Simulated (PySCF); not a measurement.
## Electronic structure of C₄H₇ClOSi in real space

| atom | x (Å) | y (Å) | z (Å) |
| --- | --- | --- | --- |
| C | -1.0222 | -1.6818 | 0.1511 |
| C | 0.3118 | -1.0457 | 0.0526 |
| C | 0.5452 | 0.2694 | -0.0322 |
| Si | -0.7933 | 1.6243 | -0.0816 |
| C | 1.8845 | 0.7909 | -0.1922 |
| O | 2.1993 | 1.8344 | -0.6712 |
| Cl | 3.1856 | -0.2603 | 0.4512 |
| H | -1.8206 | -0.9486 | 0.2112 |
| H | -1.1872 | -2.3199 | -0.7174 |
| H | -1.0534 | -2.3251 | 1.0305 |
| H | 1.1463 | -1.7386 | 0.0232 |
| H | -0.1752 | 2.9403 | -0.0486 |
| H | -1.6399 | 1.4342 | 1.1019 |
| H | -1.5815 | 1.4260 | -1.3008 |

Geometry: GFN2-xTB.

Computed with PBE0/pcSseg-1, SCF density, gas phase, non-relativistic (PySCF).

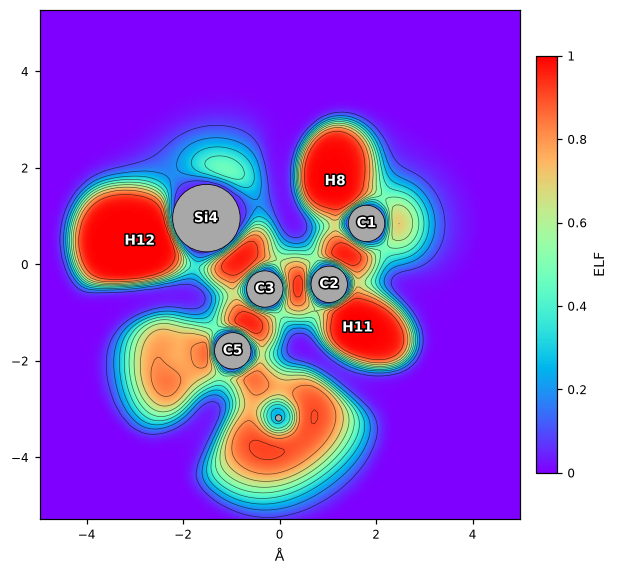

Figure 1. ELF on the plane of atoms C2, C3 and Si4. Grey discs cover the atomic cores.

**Interpret the plot.**

The section cuts through C, Si and H sites. C–C (1.34 Å): the ELF peaks at about 0.95 between the atoms (a multiple bond). C–Si (1.91 Å): the ELF peaks at about 0.95 between the atoms, as expected for a covalent bond. C–H (1.09 Å): the ELF climbs to about 1 towards the hydrogen, as it does in any bond to H; a covalent bond by its length. C–C (1.45 Å): the ELF peaks at about 0.95 between the atoms: localised, covalent bonding. Si–H (1.45 Å): the ELF climbs to about 1 towards the hydrogen. The ELF also peaks beside Cl7 and O6, away from the bonds: lone-pair regions.

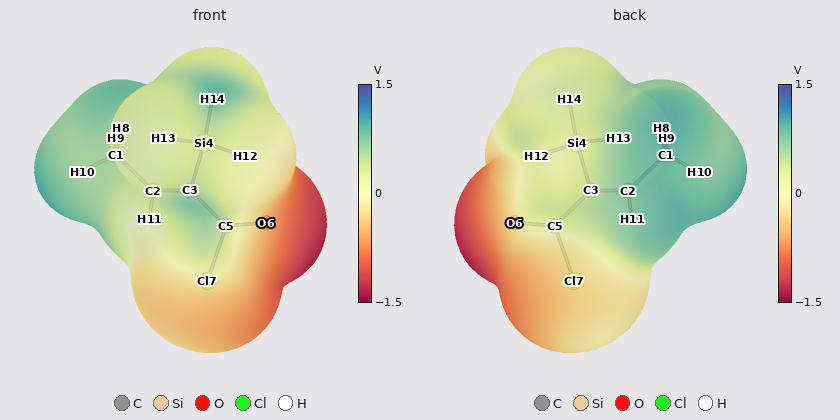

Figure 2. The electrostatic potential painted on the density surface at 0.001 e/bohr³, seen from the front and from behind; the colour scale runs from red (negative) to blue (positive).

**Where is the surface potential most negative and most positive?**

The most negative region (about −1.4 V) lies over O6, the most positive (about +1.0 V) over the C, H and Si atoms. O6 is the likeliest acceptor of a hydrogen bond.

**What dipole moment does the calculation give?**

Its dipole moment is 4.20 D.
